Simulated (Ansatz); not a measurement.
Fields on a plane of ZrIr2 (cubic Laves, MgCu2 type)

```
ZrIr2
1.0
    0.00000     3.65215     3.65215
    3.65215     0.00000     3.65215
    3.65215     3.65215     0.00000
Zr Ir
2 4
Direct
  0.50000   0.50000   0.50000
  0.75000   0.75000   0.75000
  0.62500   0.12500   0.12500
  0.12500   0.12500   0.62500
  0.12500   0.62500   0.12500
  0.12500   0.12500   0.12500
```

The slice is a {110} plane (indices of the conventional cell) through the point (0.500, 0.500, 0.500) (fractional), spanned by u = [100] and v = [1 -1 -1] in vectors of this cell: u (5.16 Å) and v (7.30 Å, at 90° to u). It covers one period; positions are fractions (u, v).

Atoms on it: Zr at (0.00, 0.00); Zr at (0.50, 0.75); Ir at (0.75, 0.38); Ir at (0.25, 0.37).

These are LDA (plane waves to 420 eV, PAW, scalar-relativistic; Ansatz, a quantum-chemistry and plane-wave program) values and carry that method's errors. k mesh 11×11×11. Inside the PAW spheres the values are not all-electron values, and peaks at nuclei hang on which shells count as valence. Spin-orbit coupling is left out, though Ir is heavy. ZrIr2 is run without spin polarisation. ZrIr2 was relaxed with its symmetry unable to fall.

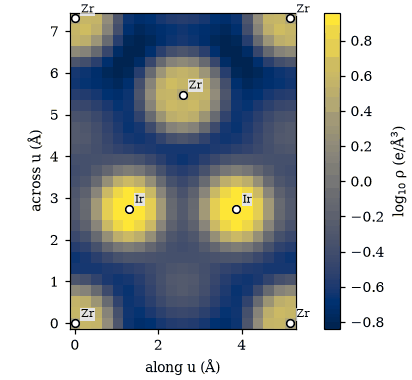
Figure. Log₁₀ of the valence density in e/Å³, one period of the plane, atoms marked. The scale is logarithmic, as a density can span decades between atoms and voids.

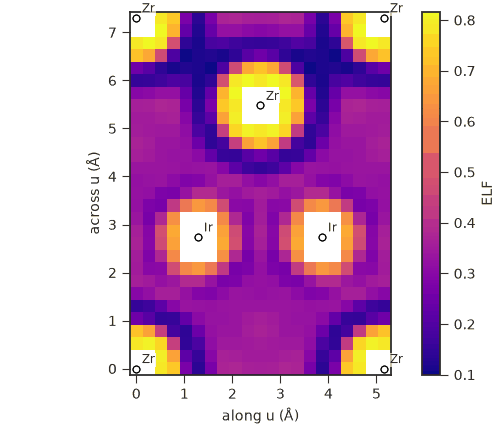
*Electron localisation function (ELF), one period of the plane, atoms marked. Points within 0.5 Å of a nucleus are left white, as the pseudised field means little there.*

| Item | Result |
|---|---|
| Density on the Ir–Ir line (2.58 Å) at its midpoint | 0.56 e/Å³ |
| ELF at that point | 0.4 |
